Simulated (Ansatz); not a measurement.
# AlH₂F: shape, modes and thermochemistry

What shape does AlH₂F take? The plan is to relax it, check the end point by its vibrations and derive ideal-gas thermochemistry, and look at its orbitals and charge.

The runs use Ansatz 0.2.0, Gaussian basis; RKS PBE0-D4/def2-TZVP.

The runs, in order: relaxation at PBE-D4/def2-SVP; relaxation at PBE0-D4/def2-TZVP; harmonic vibrations at the same level; a single point in def2-TZVPP for the fields.

### 1 The starting structure

4 atoms, charge 0, spin multiplicity 1.

Atoms are counted from 1 here; the program's logs count them from 0.

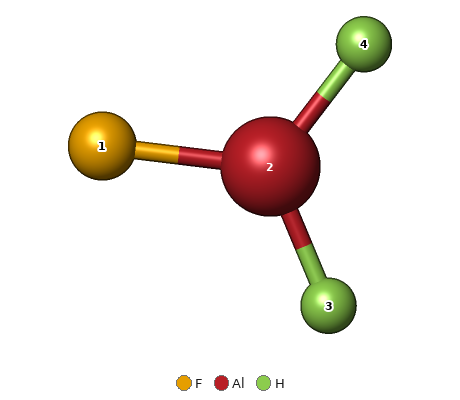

The starting geometry (fluorine amber, aluminium red, hydrogen green); atoms are numbered from 1 in the order of the file.

The start is a force-field geometry with small random shifts, so a cheaper pass at PBE-D4/def2-SVP comes first.

### 2 Geometry optimisation, PBE-D4/def2-SVP (cheap first pass)

File in.yaml:

```yaml
crystal:
  periodic: [false, false, false]
  atoms:
    - {symbol: F, position_ang: [-0.367500, -0.045100, 1.710000]}
    - {symbol: Al, position_ang: [0.010300, -0.013600, -0.051500]}
    - {symbol: H, position_ang: [-0.384100, -1.273900, -0.968900]}
    - {symbol: H, position_ang: [0.796800, 1.272300, -0.710000]}
basis:
  gaussian: {orbitals: def2-SVP}
hamiltonian: {xc: pbe, dispersion: d4}
relax: {f_tol: 0.03, max_steps: 200}
```

Started as:

```bash
ansatz run in.yaml --threads 4 --pin off --events-out ev --progress --plain --max-ram 10444MiB
```

The program printed (excerpt; [...] marks lines left out):

```text
Functional definition: PBE
  name "PBE"
  cite "Perdew, Burke & Ernzerhof, Phys. Rev. Lett. 77, 3865 (1996) doi:10.1103/PhysRevLett.77.3865"
  parent pbe
[...]
457 factors; their error is unknown
[...]
mean field -9336.67965808 eV, -343.1166488058 hartree, gradient 4.4e-5 eV, S^2 0.000000; 0 other end points of the search recorded, 0 dependent functions left out
[...]
reference -9336.67969197 eV, -343.1166500512 hartree; 12, 12 occupied and 30, 30 virtual orbitals, 457 factors
relax step   1: F+E_penalty+E_count = -9336.71158271 eV  Δ(F+E_penalty+E_count) = +0.000e0 eV  max|allowed force component| = 2.541e0 eV/Å  Δτ_max = 0.0000 Å  (22 SCF iters, accepted)
[...]
relax step   3: F+E_penalty+E_count = -9336.92179613 eV  Δ(F+E_penalty+E_count) = -4.783e-2 eV  max|allowed force component| = 2.847e-1 eV/Å  Δτ_max = 0.0461 Å  (24 SCF iters, accepted)
[...]
relax step   4: F+E_penalty+E_count = -9336.92560509 eV  Δ(F+E_penalty+E_count) = -3.809e-3 eV  max|allowed force component| = 1.436e-2 eV/Å  Δτ_max = 0.0232 Å  (25 SCF iters, accepted)
457 factors; their error is unknown
mean field -9336.89326044 eV, -343.1244985477 hartree, gradient 9.6e-6 eV, S^2 0.000000; 1 other end points of the search recorded, 0 dependent functions left out
[...]
reference -9336.89329520 eV, -343.1244998250 hartree; 12, 12 occupied and 30, 30 virtual orbitals, 457 factors
Total energy: -9336.92563985 eV, -343.1256884690 hartree
Atom 0 at    -0.335439    -0.030243     1.575849 Å, force     0.002940     0.000006    -0.014364 eV/Å
Atom 1 at     0.027242    -0.014511    -0.066035 Å, force    -0.000639     0.001259     0.008413 eV/Å
Atom 2 at    -0.411109    -1.292140    -0.908485 Å, force     0.000938     0.003776     0.003223 eV/Å
Atom 3 at     0.774805     1.276595    -0.621729 Å, force    -0.003239    -0.005041     0.002728 eV/Å
Dipole moment:     0.055104     0.002354    -0.250035 e Å
```

Wall time 0.9 s (4 threads of Arm Neoverse V2, shared host).

Along the way:

```csv
step,energy from step 1 (eV),largest force component (eV/Å)
1,0.0000,2.5413
2,-0.1624,1.4288
3,-0.2102,0.2847
4,-0.2140,0.0144
```

Distances of close pairs at the start and the end, largest changes first:

```csv
bond,before (Å),after (Å),change (Å)
F1–Al2,1.802,1.682,-0.120
Al2–H4,1.645,1.592,-0.053
Al2–H3,1.608,1.592,-0.016
```

### 3 Geometry optimisation, PBE0-D4/def2-TZVP

File in.yaml:

```yaml
crystal:
  periodic: [false, false, false]
  atoms:
    - {symbol: F, position_ang: [-0.335439, -0.030243, 1.575849]}
    - {symbol: Al, position_ang: [0.027242, -0.014511, -0.066035]}
    - {symbol: H, position_ang: [-0.411109, -1.292140, -0.908485]}
    - {symbol: H, position_ang: [0.774805, 1.276595, -0.621729]}
basis:
  gaussian: {orbitals: def2-TZVP}
hamiltonian: {xc: pbe0, dispersion: d4}
relax: {f_tol: 0.005, max_steps: 150}
```

The command is unchanged.

The program printed (excerpt; [...] marks lines left out):

```text
Functional definition: PBE0
  name "PBE0"
  cite "Adamo & Barone, J. Chem. Phys. 110, 6158 (1999) doi:10.1063/1.478522"
  cite "Perdew, Burke & Ernzerhof, Phys. Rev. Lett. 77, 3865 (1996) doi:10.1103/PhysRevLett.77.3865"
  parent pbe
[...]
523 factors; their error is unknown
[...]
mean field -9343.46740797 eV, -343.3660940133 hartree, gradient 3.2e-5 eV, S^2 0.000000; 0 other end points of the search recorded, 0 dependent functions left out
[...]
reference -9343.46743589 eV, -343.3660950393 hartree; 12, 12 occupied and 68, 68 virtual orbitals, 523 factors
relax step   1: F+E_penalty+E_count = -9343.49414925 eV  Δ(F+E_penalty+E_count) = +0.000e0 eV  max|allowed force component| = 8.252e-1 eV/Å  Δτ_max = 0.0000 Å  (21 SCF iters, accepted)
[...]
relax step   3: F+E_penalty+E_count = -9343.51183381 eV  Δ(F+E_penalty+E_count) = -4.980e-3 eV  max|allowed force component| = 1.280e-2 eV/Å  Δτ_max = 0.0138 Å  (24 SCF iters, accepted)
[...]
relax step   4: F+E_penalty+E_count = -9343.51185617 eV  Δ(F+E_penalty+E_count) = -2.236e-5 eV  max|allowed force component| = 3.397e-3 eV/Å  Δτ_max = 0.0014 Å  (16 SCF iters, accepted)
523 factors; their error is unknown
mean field -9343.48502823 eV, -343.3667415459 hartree, gradient 6.1e-5 eV, S^2 0.000000; 1 other end points of the search recorded, 0 dependent functions left out
[...]
reference -9343.48505621 eV, -343.3667425742 hartree; 12, 12 occupied and 68, 68 virtual orbitals, 523 factors
Total energy: -9343.51188415 eV, -343.3677284826 hartree
Atom 0 at    -0.330317    -0.029967     1.551872 Å, force     0.000888    -0.000419     0.000096 eV/Å
Atom 1 at     0.026202    -0.014763    -0.058872 Å, force    -0.003397     0.001362     0.001783 eV/Å
Atom 2 at    -0.405822    -1.276273    -0.898294 Å, force     0.001095    -0.000817    -0.000978 eV/Å
Atom 3 at     0.765436     1.260705    -0.615106 Å, force     0.001414    -0.000126    -0.000901 eV/Å
Dipole moment:     0.061788     0.002350    -0.276596 e Å
```

Run time: 1.4 s. Hardware: 4 threads of Arm Neoverse V2, shared host.

Relaxation path:

```csv
step,energy from step 1 (eV),largest force component (eV/Å)
1,0.0000,0.8252
2,-0.0127,0.5027
3,-0.0177,0.0128
4,-0.0177,0.0034
```

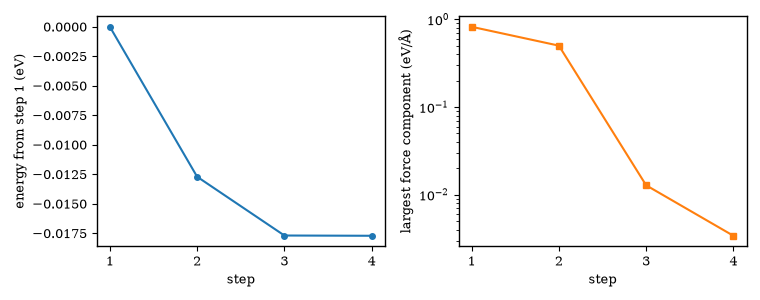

Energy and force, step by step.

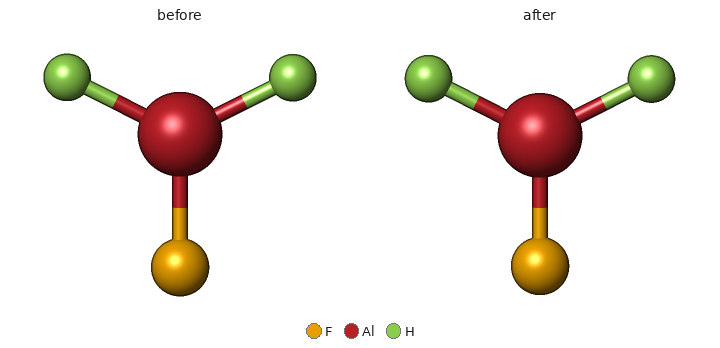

Before and after, at one scale.

Close pairs (by a distance rule), those that changed most:

```csv
bond,before (Å),after (Å),change (Å)
F1–Al2,1.682,1.650,-0.032
Al2–H4,1.592,1.576,-0.016
Al2–H3,1.592,1.576,-0.016
```

Mulliken charges of the relaxed molecule (report file):

```csv
atom,value (e)
F1,-0.35
Al2,0.53
H3,-0.09
H4,-0.09
```

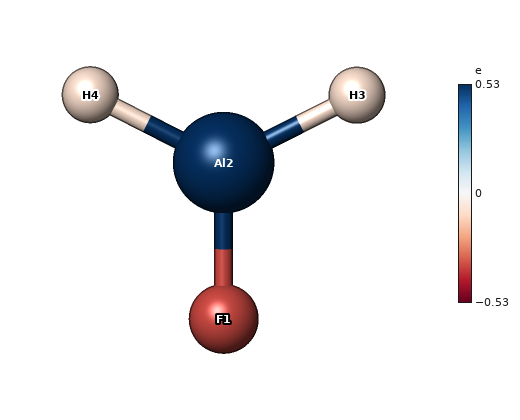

Mulliken charges of the relaxed molecule (report file), as colours on the atoms.

### 4 Harmonic vibrations

File in.yaml:

```yaml
crystal:
  periodic: [false, false, false]
  atoms:
    - {symbol: F, position_ang: [-0.330317, -0.029967, 1.551872]}
    - {symbol: Al, position_ang: [0.026202, -0.014763, -0.058872]}
    - {symbol: H, position_ang: [-0.405822, -1.276273, -0.898294]}
    - {symbol: H, position_ang: [0.765436, 1.260705, -0.615106]}
basis:
  gaussian: {orbitals: def2-TZVP}
hamiltonian: {xc: pbe0, dispersion: d4}
phonons: {temperatures: {t_min: 298.15, t_max: 900, t_step: 200}}
```

The command is unchanged.

The program printed (excerpt; [...] marks lines left out):

```text
Functional definition: PBE0
  name "PBE0"
  cite "Adamo & Barone, J. Chem. Phys. 110, 6158 (1999) doi:10.1063/1.478522"
  cite "Perdew, Burke & Ernzerhof, Phys. Rev. Lett. 77, 3865 (1996) doi:10.1103/PhysRevLett.77.3865"
  parent pbe
[...]
523 factors; their error is unknown
[...]
mean field -9343.48502823 eV, -343.3667415460 hartree, gradient 3.1e-5 eV, S^2 0.000000; 0 other end points of the search recorded, 0 dependent functions left out
[...]
reference -9343.48505621 eV, -343.3667425742 hartree; 12, 12 occupied and 68, 68 virtual orbitals, 523 factors
[...]
523 factors; their error is unknown
[...]
mean field -9343.48502484 eV, -343.3667414214 hartree, gradient 9.6e-7 eV, S^2 0.000000; 0 other end points of the search recorded, 0 dependent functions left out
[...]
reference -9343.48505283 eV, -343.3667424497 hartree; 12, 12 occupied and 68, 68 virtual orbitals, 523 factors
[...]
reference -9343.48503759 eV, -343.3667418898 hartree; 12, 12 occupied and 68, 68 virtual orbitals, 523 factors
[...]
523 factors; their error is unknown
mean field -9343.48501566 eV, -343.3667410839 hartree, gradient 2.0e-6 eV, S^2 0.000000; 0 other end points of the search recorded, 0 dependent functions left out
[...]
reference -9343.48504364 eV, -343.3667421123 hartree; 12, 12 occupied and 68, 68 virtual orbitals, 523 factors
Total energy: -9343.51188415 eV, -343.3677284827 hartree
Atom 0 at    -0.330317    -0.029967     1.551872 Å, force     0.000881    -0.000420     0.000114 eV/Å
Atom 1 at     0.026202    -0.014763    -0.058872 Å, force    -0.003387     0.001367     0.001764 eV/Å
Atom 2 at    -0.405822    -1.276273    -0.898294 Å, force     0.001094    -0.000818    -0.000977 eV/Å
Atom 3 at     0.765436     1.260705    -0.615106 Å, force     0.001412    -0.000129    -0.000900 eV/Å
Dipole moment:     0.061787     0.002349    -0.276596 e Å
Vibrations: 550.03 623.64 765.13 846.23 1963.71 1976.40 cm⁻¹, zero-point energy 0.416906 eV
```

It took 3 s on 4 threads of Arm Neoverse V2, shared host.

Motions are named by where the mode's potential energy lies. Wavenumbers, unscaled:

```csv
mode,cm⁻¹,motion
1,550,bend
2,624,out-of-plane bend
3,765,bend
4,846,Al–F stretch
5,1964,Al–H stretch
6,1976,Al–H stretch
```

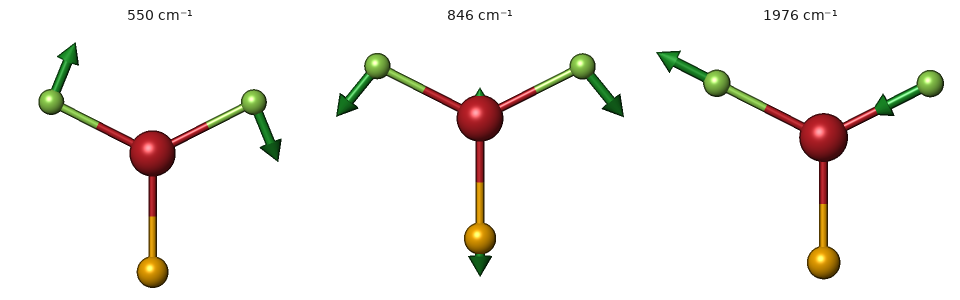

Displacements of 3 modes, as arrows.

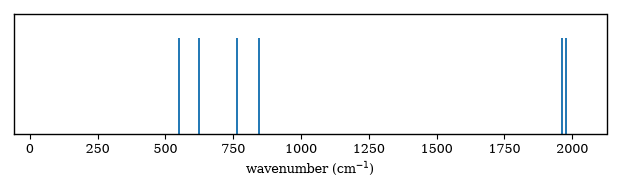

The harmonic wavenumbers as sticks (no intensities were computed).

From these modes and the moments of inertia (298.15 K, 1 bar, symmetry number 2):

```csv
term,value
zero-point energy,40.2 kJ/mol
H(298) − E,51.4 kJ/mol
"entropy, translation",157.1 J/(mol K)
"entropy, rotation",78.3 J/(mol K)
"entropy, vibration",5.7 J/(mol K)
"entropy, total",241.2 J/(mol K)
```

### 5 A single point for the fields

in.yaml, as its differences from that of step 4:

```diff
@@ -8,4 +8,4 @@
 basis:
-  gaussian: {orbitals: def2-TZVP}
+  gaussian: {orbitals: def2-TZVPP}
 hamiltonian: {xc: pbe0, dispersion: d4}
-phonons: {temperatures: {t_min: 298.15, t_max: 900, t_step: 200}}
+output: {orbitals: {seedname: orbitals}}
```

The command is unchanged.

The program printed:

```text
Functional definition: PBE0
  name "PBE0"
  cite "Adamo & Barone, J. Chem. Phys. 110, 6158 (1999) doi:10.1063/1.478522"
  cite "Perdew, Burke & Ernzerhof, Phys. Rev. Lett. 77, 3865 (1996) doi:10.1103/PhysRevLett.77.3865"
  parent pbe
  parameter a = 0.25
  parameter kappa = 0.804
  parameter beta = 0.06672455060314922
  exchange = (1 - a)*pbe_x(kappa = kappa, mu = beta*pi^2/3) + a*exact_x
  correlation = pbe_c(beta = beta)
574 factors; their error is unknown
mean field evaluation 1: about -9341.3576 eV, gradient 3.8e1 eV
mean field evaluation 2: about -9337.0850 eV, gradient 6.8e1 eV
mean field evaluation 4: about -9343.4783 eV, gradient 4.6e-1 eV
mean field evaluation 8: about -9343.4972 eV, gradient 1.1e-1 eV
mean field -9343.49723992 eV, -343.3671903172 hartree, gradient 4.2e-5 eV, S^2 0.000000; 0 other end points of the search recorded, 0 dependent functions left out
reference -9343.49726762 eV, -343.3671913353 hartree; 12, 12 occupied and 89, 89 virtual orbitals, 574 factors
Total energy: -9343.52409556 eV, -343.3681772437 hartree
```

It took 0.3 s on 4 threads of Arm Neoverse V2, shared host.

The fields below are evaluated on a grid from the run's orbitals.

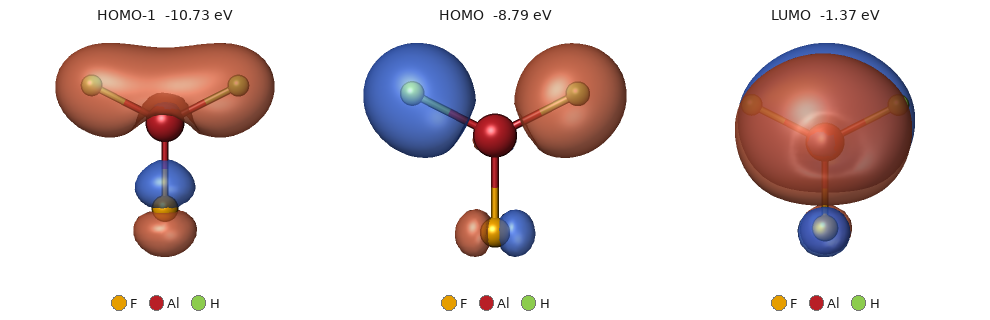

Frontier orbitals at PBE0-D4/def2-TZVPP; each surface holds 70 % of the orbital's density, blue and red mark the sign.

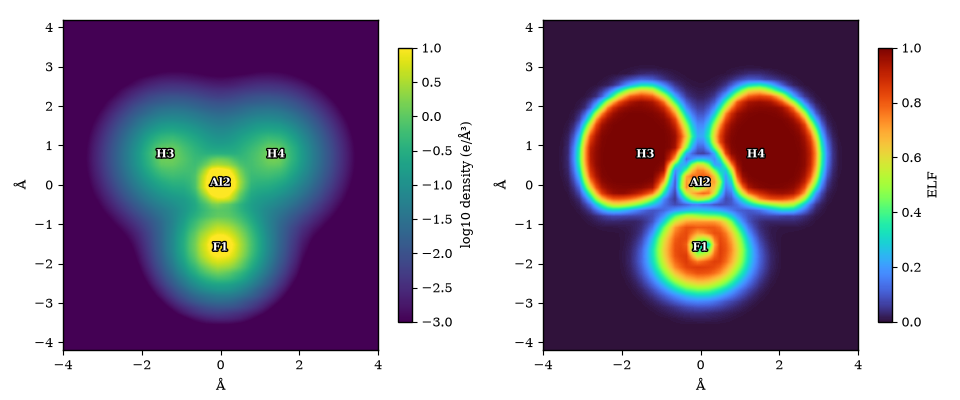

Density (left) and ELF (right) in a plane through or near 4 of the atoms.

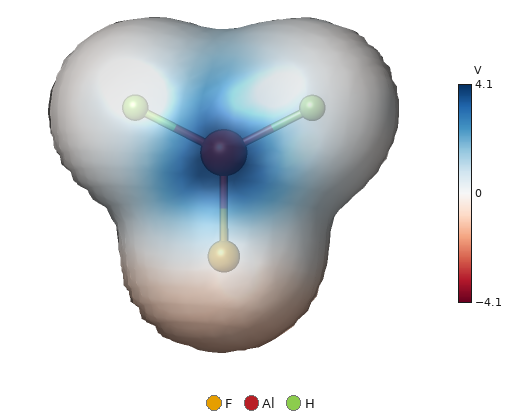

The potential that a unit positive charge feels on the 0.002 e/bohr³ surface, from -1.26 V near F1 to 4.10 V near Al2.

### 6 Summary of results

| quantity | value |
| --- | --- |
| point group | C2v |
| steps | 4 + 4 |
| shift from the start (rms) | 0.103 Å |
| total energy | -9343.5119 eV |
| dispersion term | -27 meV |
| dipole moment | 1.36 D |
| lowest, highest wavenumber | 550, 1976 cm⁻¹ |
| zero-point energy | 40.2 kJ/mol |
| entropy at 298.15 K | 241.2 J/(mol K) |
| HOMO, LUMO | -8.79, -1.37 eV |

**Reading.** The relaxed geometry lies 0.10 Å (rms) from the start; the bond that changed most is F1–Al2, from 1.802 to 1.650 Å. All wavenumbers are real, so the end point is a minimum. The stiffest mode, 1976 cm⁻¹, is an Al–H stretch. Harmonic hybrid wavenumbers usually lie a few per cent above measured fundamentals. The largest Mulliken charge, +0.53 e, sits on Al2. The HOMO lies mostly on H3, H4 about 42 % each; Al2 9 % and the LUMO on Al2 48 %; H3, H4 about 21 % each.
